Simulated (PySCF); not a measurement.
**C2H5AlClF (SMILES [F][AlH][CH2]CCl) at 5 levels**

Wanted: a comparison of 5 runs (HF/def2-SVP, BLYP/6-31G, B3LYP/6-31G*, SVWN5/pcseg-1, TPSS/6-311+G**) of C2H5AlClF. Input form: a Python script.

Program for the calculation: PySCF 2.14.0.

## (1) The system as given

C2H5AlClF has 10 atoms, charge 0, and is taken as a singlet. As SMILES, `[F][AlH][CH2]CCl`. The coordinates come from a PBE0-D4/def2-TZVP relaxation. This is one conformer, not always the lowest.

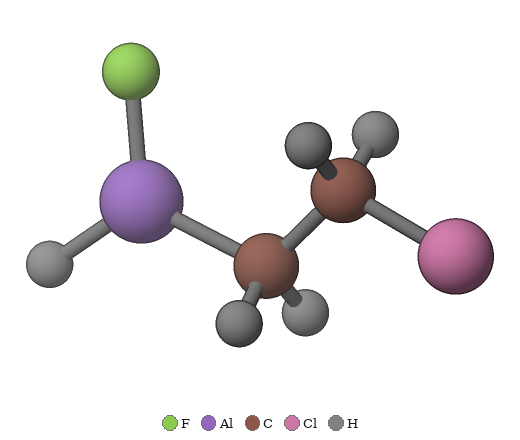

Viewed from a chosen angle; fluorine green, aluminium purple, carbon brown, chlorine pink, hydrogen grey.

## (2) Energy and forces at HF/def2-SVP (run 1)

The input, calc.py:

```python
# [F][AlH][CH2]CCl
import pyscf.grad
from pyscf import gto, scf

system = gto.M(
    atom=[
    ('F', (-1.799100, 1.836700, 0.230400)),
    ('Al', (-0.786400, 0.970300, 1.207400)),
    ('C', (0.393100, -0.340700, 0.365600)),
    ('C', (0.282600, -0.443800, -1.132200)),
    ('Cl', (1.401400, -1.675400, -1.821100)),
    ('H', (-0.843200, 1.264200, 2.755500)),
    ('H', (0.190800, -1.314400, 0.829500)),
    ('H', (1.422800, -0.095700, 0.655100)),
    ('H', (-0.713700, -0.742700, -1.455100)),
    ('H', (0.534900, 0.490400, -1.632100)),
],
    verbose=3,
    spin=0,
    charge=0,
    max_memory=1860,
    basis='def2-svp',
)

hf = scf.RHF(system)
hf.conv_tol = 1e-10
hf.kernel()
if not hf.converged:
    hf = hf.newton().run(hf.mo_coeff, hf.mo_occ)

e_tot = hf.e_tot
print('E = %.10f Eh' % e_tot)
grad = hf.Gradients().kernel()
hf.analyze()
```

On the command line:

```sh
$ OMP_NUM_THREADS=1 python calc.py
```

Standard output:

```text
converged SCF energy = -879.215608517972
[... 13 lines left out ...]
MO #4   energy= -11.2986546528964  occ= 2
[... 8 lines left out ...]
MO #13  energy= -3.22952950287283  occ= 2
[... 8 lines left out ...]
MO #22  energy= -0.581276804901758 occ= 2
[... 8 lines left out ...]
MO #31  energy= 0.146155303395733  occ= 0
[... 8 lines left out ...]
MO #40  energy= 0.464212483535404  occ= 0
[... 8 lines left out ...]
MO #49  energy= 0.743411843424856  occ= 0
[... 8 lines left out ...]
MO #58  energy= 1.01909167047296   occ= 0
[... 8 lines left out ...]
MO #67  energy= 1.28528276375192   occ= 0
[... 8 lines left out ...]
MO #76  energy= 1.80224459933876   occ= 0
[... 8 lines left out ...]
MO #85  energy= 2.20859896865924   occ= 0
[... 8 lines left out ...]
MO #94  energy= 2.84415482856333   occ= 0
[... 8 lines left out ...]
MO #103 energy= 3.90168268947404   occ= 0
[... 11 lines left out ...]
Dipole moment(X, Y, Z, Debye): -0.17035,  0.44418,  1.80046
```

It took 11 s on 1 thread of Intel Xeon at 2.70GHz, shared host; peak memory 0.23 GiB.

## (3) Energy and forces at BLYP/6-31G (run 2)

The input, run.py:

```python
import pyscf.grad
from pyscf import gto, dft

mol = gto.M(
    atom='''
F     -3.399806     3.470860     0.435393
Al    -1.486081     1.833601     2.281655
C      0.742851    -0.643830     0.690884
C      0.534037    -0.838660    -2.139548
Cl     2.648262    -3.166047    -3.441380
H     -1.593417     2.388992     5.207140
H      0.360560    -2.483856     1.567528
H      2.688702    -0.180847     1.237960
H     -1.348698    -1.403500    -2.749740
H      1.010815     0.926722    -3.084222
''',
    verbose=4,
    charge=0,
    max_memory=1860,
    basis='6-31g',
    unit='bohr',
)

mf = dft.RKS(mol)
mf.xc = 'blyp'
mf.conv_tol = 1e-10
mf.grids.level = 5
mf.kernel()
if not mf.converged:
    mf = mf.newton().run(mf.mo_coeff, mf.mo_occ)

etot = mf.e_tot
print('E = %.10f Eh' % etot)
grad = mf.Gradients().kernel()
mf.analyze()
```

On the command line:

```sh
$ OMP_NUM_THREADS=1 python run.py
```

Standard output:

```text
PySCF version 2.14.0

[... 101 lines left out ...]
One-electron Energy =                -1718.461656397724937
[... 7 lines left out ...]
MO #3   energy= -24.2672809375064  occ= 2
[... 5 lines left out ...]
MO #9   energy= -6.97672524262859  occ= 2
[... 5 lines left out ...]
MO #15  energy= -0.781102971344348 occ= 2
[... 5 lines left out ...]
MO #21  energy= -0.373066880943108 occ= 2
[... 5 lines left out ...]
MO #27  energy= -0.243660587513083 occ= 2
[... 5 lines left out ...]
MO #33  energy= 0.0729422065766594 occ= 0
[... 5 lines left out ...]
MO #39  energy= 0.182717100355102  occ= 0
[... 5 lines left out ...]
MO #45  energy= 0.444021444502585  occ= 0
[... 5 lines left out ...]
MO #51  energy= 0.666484959188648  occ= 0
[... 5 lines left out ...]
MO #57  energy= 0.963089762365413  occ= 0
[... 5 lines left out ...]
MO #63  energy= 1.6885561860255    occ= 0
[... 37 lines left out ...]
pop of  3 C 2py           1.01368
pop of  3 C 2pz           1.03730
pop of  3 C 3px           0.00460
pop of  3 C 3py           0.00449
pop of  3 C 3pz           0.00604
pop of  4 Cl 1s           2.00000
pop of  4 Cl 2s           1.99980
pop of  4 Cl 3s           1.90197
pop of  4 Cl 4s           0.00505
pop of  4 Cl 2px          1.99991
pop of  4 Cl 2py          1.99991
pop of  4 Cl 2pz          1.99993
pop of  4 Cl 3px          1.70551
pop of  4 Cl 3py          1.64773
pop of  4 Cl 3pz          1.87457
pop of  4 Cl 4px          0.00408
pop of  4 Cl 4py          0.00463
pop of  4 Cl 4pz          0.00230
pop of  5 H 1s            1.11665
pop of  5 H 2s            0.00307
pop of  6 H 1s            0.86411
pop of  6 H 2s            0.00762
pop of  7 H 1s            0.86411
pop of  7 H 2s            0.00762
pop of  8 H 1s            0.86515
pop of  8 H 2s            0.00907
pop of  9 H 1s            0.86530
pop of  9 H 2s            0.00906
 ** Mulliken atomic charges  **
charge of    0F =     -0.43691
charge of    1Al =      0.80257
charge of    2C =     -0.46648
charge of    3C =     -0.14202
charge of    4Cl =     -0.14539
charge of    5H =     -0.11972
charge of    6H =      0.12827
charge of    7H =      0.12827
charge of    8H =      0.12577
charge of    9H =      0.12564
Dipole moment(X, Y, Z, Debye): -0.13033,  0.40439,  1.80095
```

Run time: 41 s. Hardware: 1 thread of Intel Xeon at 2.70GHz, shared host; peak memory 0.64 GiB.

## (4) Energy and gradient at B3LYP/6-31G(d) (spherical functions) (run 3)

The input, job.py:

```python
# [F][AlH][CH2]CCl
import pyscf.grad
from pyscf import gto, dft

molecule = gto.Mole()
molecule.atom = [
    ('F', (-1.799100, 1.836700, 0.230400)),
    ('Al', (-0.786400, 0.970300, 1.207400)),
    ('C', (0.393100, -0.340700, 0.365600)),
    ('C', (0.282600, -0.443800, -1.132200)),
    ('Cl', (1.401400, -1.675400, -1.821100)),
    ('H', (-0.843200, 1.264200, 2.755500)),
    ('H', (0.190800, -1.314400, 0.829500)),
    ('H', (1.422800, -0.095700, 0.655100)),
    ('H', (-0.713700, -0.742700, -1.455100)),
    ('H', (0.534900, 0.490400, -1.632100)),
]
molecule.charge = 0
molecule.verbose = 4
molecule.max_memory = 1860
molecule.basis = '6-31g*'
molecule.build()

mf = dft.RKS(molecule, xc='b3lyp')
mf.conv_tol = 1e-10
mf.grids.level = 5
mf.kernel()
if not mf.converged:
    mf = mf.newton().run(mf.mo_coeff, mf.mo_occ)

e_tot = mf.e_tot
print('Final energy', e_tot)
grad = mf.Gradients().kernel()
mf.analyze()
```

On the command line:

```sh
$ OMP_NUM_THREADS=1 python job.py
```

Standard output:

```text
PySCF version 2.14.0

[... 98 lines left out ...]
Two-electron Energy =                  585.865237366496103
[... 10 lines left out ...]
MO #7   energy= -7.20190331149053  occ= 2
[... 8 lines left out ...]
MO #16  energy= -0.738227275998632 occ= 2
[... 8 lines left out ...]
MO #25  energy= -0.363093735935817 occ= 2
[... 8 lines left out ...]
MO #34  energy= 0.114743909721235  occ= 0
[... 8 lines left out ...]
MO #43  energy= 0.406738282441586  occ= 0
[... 8 lines left out ...]
MO #52  energy= 0.615862283272233  occ= 0
[... 8 lines left out ...]
MO #61  energy= 0.910314527699119  occ= 0
[... 8 lines left out ...]
MO #70  energy= 1.32602974893347   occ= 0
[... 8 lines left out ...]
MO #79  energy= 1.94721415025332   occ= 0
[... 8 lines left out ...]
MO #88  energy= 2.63231214785948   occ= 0
[... 62 lines left out ...]
pop of  4 Cl 1s           2.00000
pop of  4 Cl 2s           1.99986
pop of  4 Cl 3s           1.88881
pop of  4 Cl 4s           0.00427
pop of  4 Cl 2px          1.99994
pop of  4 Cl 2py          1.99993
pop of  4 Cl 2pz          1.99995
pop of  4 Cl 3px          1.71041
pop of  4 Cl 3py          1.65354
pop of  4 Cl 3pz          1.87847
pop of  4 Cl 4px          0.00373
pop of  4 Cl 4py          0.00418
pop of  4 Cl 4pz          0.00227
pop of  4 Cl 3dxy         0.00387
pop of  4 Cl 3dyz         0.00193
pop of  4 Cl 3dz^2        0.00104
pop of  4 Cl 3dxz         0.00161
pop of  4 Cl 3dx2-y2      0.00118
pop of  5 H 1s            1.14087
pop of  5 H 2s            0.00184
pop of  6 H 1s            0.87145
pop of  6 H 2s            0.00698
pop of  7 H 1s            0.87146
pop of  7 H 2s            0.00698
pop of  8 H 1s            0.87143
pop of  8 H 2s            0.00856
pop of  9 H 1s            0.87157
pop of  9 H 2s            0.00855
 ** Mulliken atomic charges  **
charge of    0F =     -0.48694
charge of    1Al =      0.90115
charge of    2C =     -0.47737
charge of    3C =     -0.12219
charge of    4Cl =     -0.15496
charge of    5H =     -0.14271
charge of    6H =      0.12157
charge of    7H =      0.12156
charge of    8H =      0.12001
charge of    9H =      0.11988
Dipole moment(X, Y, Z, Debye): -0.29664,  0.54726,  1.64779
```

Run time: 57 s. Hardware: 1 thread of Intel Xeon at 2.70GHz, shared host; peak memory 0.87 GiB.

Run 4 isn't shown in full; the table further down has it.

## (5) Energy and forces at TPSS/6-311+G(d,p) (run 5)

The input, input.py:

```python
import pyscf.grad
from pyscf import gto, dft

molecule = gto.Mole()
molecule.atom = '''
F       -1.799100       1.836700       0.230400
Al      -0.786400       0.970300       1.207400
C        0.393100      -0.340700       0.365600
C        0.282600      -0.443800      -1.132200
Cl       1.401400      -1.675400      -1.821100
H       -0.843200       1.264200       2.755500
H        0.190800      -1.314400       0.829500
H        1.422800      -0.095700       0.655100
H       -0.713700      -0.742700      -1.455100
H        0.534900       0.490400      -1.632100
'''
molecule.verbose = 4
molecule.max_memory = 1860
molecule.basis = '6-311+g**'
molecule.build()

mf = dft.RKS(molecule, xc='tpss')
mf.conv_tol = 1e-10
mf.grids.level = 5
mf.kernel()
if not mf.converged:
    mf = mf.newton().run(mf.mo_coeff, mf.mo_occ)

etot = mf.e_tot
print('E(%s) = %.9f' % ('TPSS', etot))
grad = mf.Gradients().kernel()
mf.analyze()
```

On the command line:

```sh
$ OMP_NUM_THREADS=1 python input.py
```

Standard output:

```text
PySCF version 2.14.0

[... 107 lines left out ...]
MO #2   energy= -55.6339722160469  occ= 2
[... 13 lines left out ...]
MO #16  energy= -0.689551135213847 occ= 2
[... 13 lines left out ...]
MO #30  energy= -0.0397050974984412 occ= 0
[... 13 lines left out ...]
MO #44  energy= 0.105301215691039  occ= 0
[... 13 lines left out ...]
MO #58  energy= 0.274709452933543  occ= 0
[... 13 lines left out ...]
MO #72  energy= 0.553036851752906  occ= 0
[... 13 lines left out ...]
MO #86  energy= 0.845975356819469  occ= 0
[... 13 lines left out ...]
MO #100 energy= 1.46664501882979   occ= 0
[... 13 lines left out ...]
MO #114 energy= 2.05364101824553   occ= 0
[... 13 lines left out ...]
MO #128 energy= 2.7955345701431    occ= 0
[... 13 lines left out ...]
MO #142 energy= 6.24822395137223   occ= 0
[... 13 lines left out ...]
MO #156 energy= 215.716868042069   occ= 0
[... 130 lines left out ...]
pop of  5 H 3s            0.00107
pop of  5 H 2px           0.00006
pop of  5 H 2py           0.00019
pop of  5 H 2pz           0.00309
pop of  6 H 1s            0.86349
pop of  6 H 2s            0.00483
pop of  6 H 3s            0.00273
pop of  6 H 2px           0.00018
pop of  6 H 2py           0.00058
pop of  6 H 2pz           0.00015
pop of  7 H 1s            0.86351
pop of  7 H 2s            0.00483
pop of  7 H 3s            0.00273
pop of  7 H 2px           0.00062
pop of  7 H 2py           0.00019
pop of  7 H 2pz           0.00009
pop of  8 H 1s            0.86578
pop of  8 H 2s            0.00637
pop of  8 H 3s            0.00335
pop of  8 H 2px           0.00057
pop of  8 H 2py           0.00023
pop of  8 H 2pz           0.00023
pop of  9 H 1s            0.86592
pop of  9 H 2s            0.00637
pop of  9 H 3s            0.00335
pop of  9 H 2px           0.00018
pop of  9 H 2py           0.00050
pop of  9 H 2pz           0.00035
 ** Mulliken atomic charges  **
charge of    0F =     -0.53031
charge of    1Al =      0.95920
charge of    2C =     -0.49285
charge of    3C =     -0.13063
charge of    4Cl =     -0.15542
charge of    5H =     -0.15287
charge of    6H =      0.12804
charge of    7H =      0.12802
charge of    8H =      0.12347
charge of    9H =      0.12334
Dipole moment(X, Y, Z, Debye): -0.16177,  0.43168,  1.77647
```

It took 2.8 min on 1 thread of Intel Xeon at 2.70GHz, shared host; peak memory 1.9 GiB.

## (6) The series

| run | level | integration grid | energy (Eh) | dipole moment (D) | HOMO energy (eV) | LUMO energy (eV) | wall time |
| --- | --- | --- | --- | --- | --- | --- | --- |
| 1 | HF/def2-SVP | – | -879.215609 | 1.86 | -11.10 | 1.69 | 11 s |
| 2 | BLYP/6-31G | 5 | -881.587095 | 1.85 | -6.51 | -1.90 | 41 s |
| 3 | B3LYP/6-31G* (spherical functions) | 5 | -881.759403 | 1.76 | -7.66 | -1.24 | 57 s |
| 4 | SVWN5/pcseg-1 | 5 | -877.795637 | 1.86 | -6.93 | -2.21 | 37 s |
| 5 | TPSS/6-311+G** | 5 | -881.896779 | 1.84 | -6.91 | -1.86 | 2.8 min |

## (7) What came out

| quantity | value |
| --- | --- |
| run 5: total energy | -881.89678 Eh |
| run 5: dipole moment | 1.84 D |
| run 5: HOMO energy | -6.91 eV |
| run 5: LUMO energy | -1.86 eV |
| run 5: HOMO–LUMO gap | 5.05 eV |
| run 5: largest force on an atom | 1.172 eV/Å |

The dipole moment (its size) runs from 1.76 D (B3LYP/6-31G*) to 1.86 D (SVWN5/pcseg-1). The two ends differ in method and basis. The HOMO–LUMO gap runs from 4.60 eV (BLYP/6-31G) to 12.79 eV (HF/def2-SVP). Totals of different functionals can't be ranked against each other. All runs together took 5.3 min, the longest 2.8 min.
